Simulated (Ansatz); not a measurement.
# GeEtH3 (C₂H₈Ge): one molecule under many settings

How do the results and run time of GeEtH3 (C₂H₈Ge) respond when the settings are drawn wide?

The runs use Ansatz 0.2.0, Gaussian basis; the settings change from run to run.

## 1. The geometry

An earlier B3LYP-D4/def2-SVP relaxation fixed the geometry.

11 atoms, charge 0, spin multiplicity 1.

Atoms are counted from 1 here; the program's logs count them from 0.

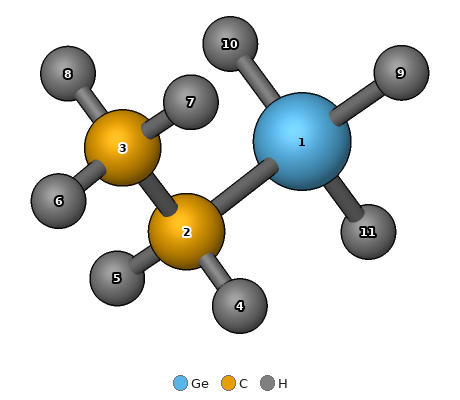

The structure; germanium blue, carbon amber, hydrogen grey; atoms are numbered from 1 in the order of the file.

## 2. B97M-V/def2-SVPD

This run has multiplicity 3.

Input file in.yaml:

```yaml
crystal:
  periodic: [false, false, false]
  atoms:
    - {symbol: Ge, position_ang: [-0.312573, -0.430349, -1.429911]}
    - {symbol: C, position_ang: [-0.281665, -0.416675, 0.545033]}
    - {symbol: C, position_ang: [0.525429, 0.743539, 1.136476]}
    - {symbol: H, position_ang: [0.125701, -1.386186, 0.877608]}
    - {symbol: H, position_ang: [-1.328041, -0.383468, 0.892393]}
    - {symbol: H, position_ang: [0.515852, 0.723089, 2.239192]}
    - {symbol: H, position_ang: [1.580099, 0.707905, 0.816916]}
    - {symbol: H, position_ang: [0.122274, 1.720998, 0.823493]}
    - {symbol: H, position_ang: [1.132063, -0.465640, -1.979937]}
    - {symbol: H, position_ang: [-1.001417, 0.849042, -1.958392]}
    - {symbol: H, position_ang: [-1.077720, -1.662256, -1.962882]}
basis:
  gaussian: {orbitals: def2-SVPD}
magnetization: {spin_polarized: true, initial_magnetization: 2}
hamiltonian: {xc: {name: B97M-V}}
output: {forces: true}
```

Command:

```console
$ ansatz run in.yaml --threads 4 --pin off --events-out ev --progress --plain --max-ram 3916MiB
```

The log of the run:

```text
Functional definition: B97M-V
  name "B97M-V"
  cite "Mardirossian & Head-Gordon, J. Chem. Phys. 142, 074111 (2015) doi:10.1063/1.4907719"
  cite "Becke, J. Chem. Phys. 107, 8554 (1997) doi:10.1063/1.475007"
  cite "Vydrov & Van Voorhis, J. Chem. Phys. 133, 244103 (2010) doi:10.1063/1.3521275"
  # Of w^i u^j: cxij and so on, Table III.
  parameter cx00 = 1.000
  parameter cx01 = 1.308
  parameter cx02 = 1.901
  parameter cx10 = 0.416
  parameter cx11 = 3.070
  parameter css00 = 1.000
  parameter css02 = -1.855
  parameter css10 = -5.668
  parameter css32 = -20.497
  parameter css42 = -20.364
  parameter cos00 = 1.000
  parameter cos01 = 1.573
  parameter cos03 = -6.298
  parameter cos10 = 2.535
  parameter cos32 = -6.427
  parameter b = 6.0
  parameter c = 0.01
  gx(w, u) = cx00 + cx01*u + cx02*u^2 + (cx10 + cx11*u)*w
  gss(w, u) = css00 + css02*u^2 + css10*w + (css32*w^3 + css42*w^4)*u^2
  gos(w, u) = cos00 + cos01*u + cos03*u^3 + cos10*w + cos32*w^3*u^2
  exchange = spin_sum(e_x_unif_s*gx(b97_w, b97_u_x))
  correlation = spin_sum(e_c_pw_mod_same_spin*gss(b97_w, b97_u_same))
      + integral(e_c_pw_mod_opposite_spin*gos(b97_w_opposite, b97_u_opposite)) + vv10(b, c)
1259 factors; their error is unknown
mean field evaluation 1: about -58686.2766 eV, gradient 4.0e1 eV
mean field evaluation 2: about -58646.8354 eV, gradient 8.4e1 eV
mean field evaluation 4: about -58694.2059 eV, gradient 1.5e1 eV
mean field evaluation 8: about -58696.5175 eV, gradient 3.6e-1 eV
mean field evaluation 16: about -58696.4836 eV, gradient 5.8e-3 eV
mean field evaluation 32: about -58694.0247 eV, gradient 1.3e1 eV
mean field evaluation 64: about -58693.2648 eV, gradient 3.1e0 eV
mean field -58696.48361144 eV, -2157.0559868147 hartree, gradient 6.6e-6 eV, S^2 2.002824; 6 other end points of the search recorded, 0 dependent functions left out
the calculation of the forces begins
reference -58696.48369867 eV, -2157.0559900206 hartree; 27, 25 occupied and 115, 117 virtual orbitals, 1259 factors
Total energy: -58696.48369867 eV, -2157.0559900206 hartree
Atom 0 at    -0.312573    -0.430349    -1.429911 Å, force     0.118212     0.242599    -4.899910 eV/Å
Atom 1 at    -0.281665    -0.416675     0.545033 Å, force     0.818265     1.111283     6.001880 eV/Å
Atom 2 at     0.525429     0.743539     1.136476 Å, force    -0.198555    -0.283658    -2.252310 eV/Å
Atom 3 at     0.125701    -1.386186     0.877608 Å, force     0.438785    -0.458091    -0.853677 eV/Å
Atom 4 at    -1.328041    -0.383468     0.892393 Å, force    -0.590093     0.254958    -0.838822 eV/Å
Atom 5 at     0.515852     0.723089     2.239192 Å, force    -0.299650    -0.422132     0.284278 eV/Å
Atom 6 at     1.580099     0.707905     0.816916 Å, force    -0.029283    -0.175257     0.187751 eV/Å
Atom 7 at     0.122274     1.720998     0.823493 Å, force    -0.158548    -0.085164     0.193471 eV/Å
Atom 8 at     1.132063    -0.465640    -1.979937 Å, force     0.058103    -0.014368     0.652356 eV/Å
Atom 9 at    -1.001417     0.849042    -1.958392 Å, force    -0.027918     0.059575     0.675026 eV/Å
Atom 10 at    -1.077720    -1.662256    -1.962882 Å, force    -0.129317    -0.229745     0.849956 eV/Å
Dipole moment:     0.086980     0.126320     0.126509 e Å
```

Wall time 34 s (4 threads of Intel Xeon at 2.50GHz, shared host).

Largest force 6.158 eV/Å, dipole 0.95 D, ⟨S²⟩ 2.003.

## 3. r2SCANh/STO-3G

Options: relativity set to scalar, the search for lower states set to off.

Changes to in.yaml since step 2:

```diff
@@ -15,5 +15,4 @@
 basis:
-  gaussian: {orbitals: def2-SVPD}
-magnetization: {spin_polarized: true, initial_magnetization: 2}
-hamiltonian: {xc: {name: B97M-V}}
-output: {forces: true}
+  gaussian: {orbitals: STO-3G}
+hamiltonian: {xc: {name: r2SCANh}, pseudopotentials: {relativity: scalar}}
+scf: {lower_state_search: off}
```

Same command.

The log of the run:

```text
Functional definition: r2SCANh
  name "r2SCANh"
  cite "Bursch, Neugebauer, Ehlert & Grimme, J. Chem. Phys. 156, 134105 (2022) doi:10.1063/5.0086040"
  cite "Furness, Kaplan, Ning, Perdew & Sun, J. Phys. Chem. Lett. 11, 8208 (2020) doi:10.1021/acs.jpclett.0c02405"
  cite "Furness, Kaplan, Ning, Perdew & Sun, J. Phys. Chem. Lett. 11, 9248 (2020) doi:10.1021/acs.jpclett.0c03077"
  parent r2scan
  parameter a = 0.1
  parameter k0 = 0.174
  parameter k1 = 0.065
  parameter a1 = 4.9479
  exchange = (1 - a)*r2scan_x(k0 = k0, k1 = k1, a1 = a1) + a*exact_x
  correlation = r2scan_c
these checks for a lower state are left out or cut short: stability, starts, cluster_reference, orbital_swaps, neighbouring_geometries, increment
434 factors; integrals over basis functions are off by at most 3.8e-5 eV
mean field evaluation 1: about -58502.9769 eV, gradient 2.5e1 eV
mean field evaluation 2: about -58503.9418 eV, gradient 1.5e1 eV
mean field evaluation 4: about -58504.8332 eV, gradient 8.5e-1 eV
mean field evaluation 8: about -58504.7703 eV, gradient 5.0e-3 eV
mean field -58504.77033653 eV, -2150.0106539100 hartree, gradient 6.8e-6 eV, S^2 0.000000; 0 other end points of the search recorded, 0 dependent functions left out
reference -58504.77034242 eV, -2150.0106541264 hartree; 26, 26 occupied and 10, 10 virtual orbitals, 434 factors
Total energy: -58504.77034242 eV, -2150.0106541264 hartree
Relativity: scalar
Checks for a lower state left out: stability, starts, cluster_reference, orbital_swaps, neighbouring_geometries, increment
```

Run time: 0.96 s. Hardware: 4 threads of Intel Xeon at 2.50GHz, shared host.

## 4. B97M-V/def2-mTZVP

Set apart from the defaults: multiplicity 3, the search for lower states set to full.

Changes to in.yaml since step 3:

```diff
@@ -15,4 +15,5 @@
 basis:
-  gaussian: {orbitals: STO-3G}
-hamiltonian: {xc: {name: r2SCANh}, pseudopotentials: {relativity: scalar}}
-scf: {lower_state_search: off}
+  gaussian: {orbitals: def2-mTZVP}
+magnetization: {spin_polarized: true, initial_magnetization: 2}
+hamiltonian: {xc: {name: B97M-V}}
+scf: {lower_state_search: full}
```

Launched as before.

The log of the run:

```text
Functional definition: B97M-V
  name "B97M-V"
  cite "Mardirossian & Head-Gordon, J. Chem. Phys. 142, 074111 (2015) doi:10.1063/1.4907719"
  cite "Becke, J. Chem. Phys. 107, 8554 (1997) doi:10.1063/1.475007"
  cite "Vydrov & Van Voorhis, J. Chem. Phys. 133, 244103 (2010) doi:10.1063/1.3521275"
  # Of w^i u^j: cxij and so on, Table III.
  parameter cx00 = 1.000
  parameter cx01 = 1.308
  parameter cx02 = 1.901
  parameter cx10 = 0.416
  parameter cx11 = 3.070
  parameter css00 = 1.000
  parameter css02 = -1.855
  parameter css10 = -5.668
  parameter css32 = -20.497
  parameter css42 = -20.364
  parameter cos00 = 1.000
  parameter cos01 = 1.573
  parameter cos03 = -6.298
  parameter cos10 = 2.535
  parameter cos32 = -6.427
  parameter b = 6.0
  parameter c = 0.01
  gx(w, u) = cx00 + cx01*u + cx02*u^2 + (cx10 + cx11*u)*w
  gss(w, u) = css00 + css02*u^2 + css10*w + (css32*w^3 + css42*w^4)*u^2
  gos(w, u) = cos00 + cos01*u + cos03*u^3 + cos10*w + cos32*w^3*u^2
  exchange = spin_sum(e_x_unif_s*gx(b97_w, b97_u_x))
  correlation = spin_sum(e_c_pw_mod_same_spin*gss(b97_w, b97_u_same))
      + integral(e_c_pw_mod_opposite_spin*gos(b97_w_opposite, b97_u_opposite)) + vv10(b, c)
1063 factors; their error is unknown
mean field evaluation 1: about -58692.0412 eV, gradient 4.8e1 eV
mean field evaluation 2: about -58643.1728 eV, gradient 9.4e1 eV
mean field evaluation 4: about -58700.4812 eV, gradient 2.1e1 eV
mean field evaluation 8: about -58705.2572 eV, gradient 1.1e0 eV
mean field evaluation 16: about -58705.2305 eV, gradient 5.4e-3 eV
mean field evaluation 32: about -58702.5929 eV, gradient 1.3e1 eV
mean field evaluation 64: about -58704.9264 eV, gradient 1.4e0 eV
mean field evaluation 96: about -58688.1444 eV, gradient 2.6e1 eV
mean field evaluation 128: about -58657.0826 eV, gradient 6.2e1 eV
mean field evaluation 160: about -58705.0675 eV, gradient 5.1e0 eV
mean field evaluation 192: about -58705.2301 eV, gradient 2.8e-1 eV
mean field evaluation 224: about -58705.2305 eV, gradient 4.0e-3 eV
mean field evaluation 256: about -58705.2305 eV, gradient 4.0e-5 eV
mean field evaluation 288: about -58705.2702 eV, gradient 4.8e-1 eV
mean field evaluation 320: about -58705.2305 eV, gradient 2.5e-3 eV
mean field -58705.23050148 eV, -2157.3774290951 hartree, gradient 3.8e-5 eV, S^2 2.003246; 16 other end points of the search recorded, 0 dependent functions left out
reference -58705.23056857 eV, -2157.3774315603 hartree; 27, 25 occupied and 71, 73 virtual orbitals, 1063 factors
Total energy: -58705.23056857 eV, -2157.3774315603 hartree
```

Wall time 52 s (4 threads of Intel Xeon at 2.50GHz, shared host).

⟨S²⟩ 2.003.

## 5. B97M-V/cc-pVDZ

Set apart from the defaults: relativity set to none, the search for lower states set to off.

Changes to in.yaml since step 4:

```diff
@@ -15,5 +15,4 @@
 basis:
-  gaussian: {orbitals: def2-mTZVP}
-magnetization: {spin_polarized: true, initial_magnetization: 2}
-hamiltonian: {xc: {name: B97M-V}}
-scf: {lower_state_search: full}
+  gaussian: {orbitals: cc-pVDZ}
+hamiltonian: {xc: {name: B97M-V}, pseudopotentials: {relativity: none}}
+scf: {lower_state_search: off}
```

Launched as before.

The log of the run:

```text
Functional definition: B97M-V
  name "B97M-V"
  cite "Mardirossian & Head-Gordon, J. Chem. Phys. 142, 074111 (2015) doi:10.1063/1.4907719"
  cite "Becke, J. Chem. Phys. 107, 8554 (1997) doi:10.1063/1.475007"
  cite "Vydrov & Van Voorhis, J. Chem. Phys. 133, 244103 (2010) doi:10.1063/1.3521275"
  # Of w^i u^j: cxij and so on, Table III.
  parameter cx00 = 1.000
  parameter cx01 = 1.308
  parameter cx02 = 1.901
  parameter cx10 = 0.416
  parameter cx11 = 3.070
  parameter css00 = 1.000
  parameter css02 = -1.855
  parameter css10 = -5.668
  parameter css32 = -20.497
  parameter css42 = -20.364
  parameter cos00 = 1.000
  parameter cos01 = 1.573
  parameter cos03 = -6.298
  parameter cos10 = 2.535
  parameter cos32 = -6.427
  parameter b = 6.0
  parameter c = 0.01
  gx(w, u) = cx00 + cx01*u + cx02*u^2 + (cx10 + cx11*u)*w
  gss(w, u) = css00 + css02*u^2 + css10*w + (css32*w^3 + css42*w^4)*u^2
  gos(w, u) = cos00 + cos01*u + cos03*u^3 + cos10*w + cos32*w^3*u^2
  exchange = spin_sum(e_x_unif_s*gx(b97_w, b97_u_x))
  correlation = spin_sum(e_c_pw_mod_same_spin*gss(b97_w, b97_u_same))
      + integral(e_c_pw_mod_opposite_spin*gos(b97_w_opposite, b97_u_opposite)) + vv10(b, c)
these checks for a lower state are left out or cut short: stability, starts, cluster_reference, orbital_swaps, neighbouring_geometries, increment
1199 factors; their error is unknown
mean field evaluation 1: about -58704.9070 eV, gradient 4.9e1 eV
mean field evaluation 2: about -58696.8432 eV, gradient 7.1e1 eV
mean field evaluation 4: about -58711.2445 eV, gradient 2.4e0 eV
mean field evaluation 8: about -58711.2434 eV, gradient 2.7e-2 eV
mean field evaluation 16: about -58711.2434 eV, gradient 1.5e-6 eV
mean field -58711.24341332 eV, -2157.5983995294 hartree, gradient 1.5e-6 eV, S^2 0.000000; 0 other end points of the search recorded, 0 dependent functions left out
reference -58711.24346671 eV, -2157.5984014915 hartree; 26, 26 occupied and 69, 69 virtual orbitals, 1199 factors
Total energy: -58711.24346671 eV, -2157.5984014915 hartree
Checks for a lower state left out: stability, starts, cluster_reference, orbital_swaps, neighbouring_geometries, increment
```

Run time: 2.7 s. Hardware: 4 threads of Intel Xeon at 2.50GHz, shared host.

## 6. The runs in one table

| level | charge | multiplicity | geometry | functions | energy (eV) | time |
| --- | --- | --- | --- | --- | --- | --- |
| B97M-V/def2-SVPD | 0 | 3 | relaxed | 142 | -58696.484 | 34 s |
| r2SCANh/STO-3G | 0 | 1 | relaxed | 36 | -58504.770 | 0.96 s |
| B97M-V/def2-mTZVP | 0 | 3 | relaxed | 98 | -58705.231 | 52 s |
| B97M-V/cc-pVDZ | 0 | 1 | relaxed | 95 | -58711.243 | 2.7 s |

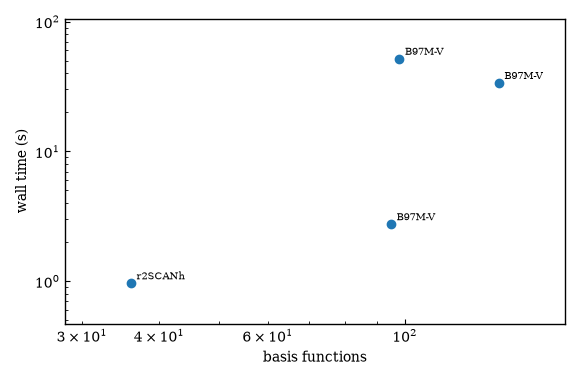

Wall time against the number of basis functions (shared host).

## 7. Outcome

| quantity | value |
| --- | --- |
| runs | 4 |
| quickest | r2SCANh/STO-3G, 0.96 s |
| slowest | B97M-V/def2-mTZVP, 52 s |
| spread of total energies, same state and geometry | 206.5 eV |

**Reading.** Run time spans a factor of 54, from r2SCANh/STO-3G to B97M-V/def2-mTZVP. The jobs differ in tasks and options as well as level. The totals spread over 206 eV; they can't be compared across methods or bases. Some of these runs are scalar-relativistic and others not, which shifts the totals of all-electron atoms past neon by several eV an atom and more; core potentials, where a basis has them, take the core out of the total altogether.
